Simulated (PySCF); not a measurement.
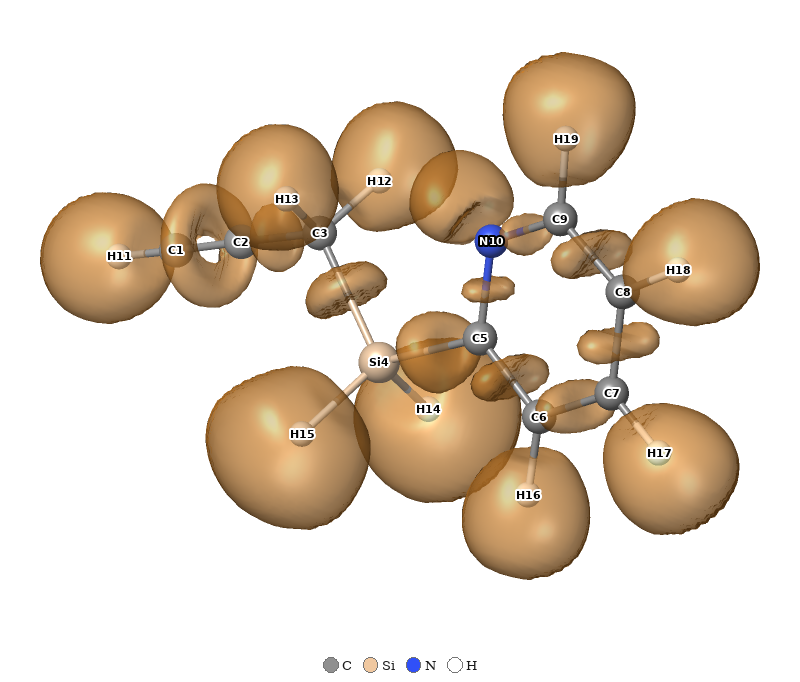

Figure. C8H9NSi. Isosurface of the ELF at 0.85 (orange), seen at an oblique angle. Core shells and regions of very low density are left out.

Geometry: GFN2-xTB.

Computed with PySCF, PBE0/pcSseg-1, SCF density, gas phase, non-relativistic.

```json
{"atom": "C", "x (Å)": "4.7278", "y (Å)": "0.3607", "z (Å)": "0.0105"}
{"atom": "C", "x (Å)": "3.5613", "y (Å)": "0.3860", "z (Å)": "0.2792"}
{"atom": "C", "x (Å)": "2.1543", "y (Å)": "0.4096", "z (Å)": "0.5837"}
{"atom": "Si", "x (Å)": "1.1026", "y (Å)": "-0.3067", "z (Å)": "-0.8339"}
{"atom": "C", "x (Å)": "-0.7077", "y (Å)": "-0.2074", "z (Å)": "-0.2864"}
{"atom": "C", "x (Å)": "-1.7588", "y (Å)": "-0.6500", "z (Å)": "-1.0839"}
{"atom": "C", "x (Å)": "-3.0577", "y (Å)": "-0.5471", "z (Å)": "-0.6182"}
{"atom": "C", "x (Å)": "-3.2708", "y (Å)": "-0.0004", "z (Å)": "0.6379"}
{"atom": "C", "x (Å)": "-2.1637", "y (Å)": "0.4147", "z (Å)": "1.3627"}
{"atom": "N", "x (Å)": "-0.9250", "y (Å)": "0.3150", "z (Å)": "0.9187"}
{"atom": "H", "x (Å)": "5.7533", "y (Å)": "0.3460", "z (Å)": "-0.2087"}
{"atom": "H", "x (Å)": "1.9754", "y (Å)": "-0.1606", "z (Å)": "1.4978"}
{"atom": "H", "x (Å)": "1.8490", "y (Å)": "1.4387", "z (Å)": "0.7843"}
{"atom": "H", "x (Å)": "1.4502", "y (Å)": "-1.7100", "z (Å)": "-1.0976"}
{"atom": "H", "x (Å)": "1.2768", "y (Å)": "0.4674", "z (Å)": "-2.0705"}
{"atom": "H", "x (Å)": "-1.5479", "y (Å)": "-1.0685", "z (Å)": "-2.0563"}
{"atom": "H", "x (Å)": "-3.8902", "y (Å)": "-0.8862", "z (Å)": "-1.2194"}
{"atom": "H", "x (Å)": "-4.2661", "y (Å)": "0.1012", "z (Å)": "1.0429"}
{"atom": "H", "x (Å)": "-2.2726", "y (Å)": "0.8488", "z (Å)": "2.3496"}
```

Question: Identify the bonds, lone pairs and shells in this picture.

Answer: At this value the surface marks out six regions between bonded C–C atoms (shared pairs), two regions between bonded C–N atoms (shared pairs), two regions between bonded C–Si atoms (shared pairs), nine regions around hydrogen nuclei and one lobe on N, pointing away from the bonds (lone pairs). Profiles from the grid: C–C (1.20 Å): the ELF peaks at about 0.85 between the atoms (a multiple bond). C–N (1.32 Å): the ELF peaks at about 0.90 between the atoms, as expected for a covalent bond.
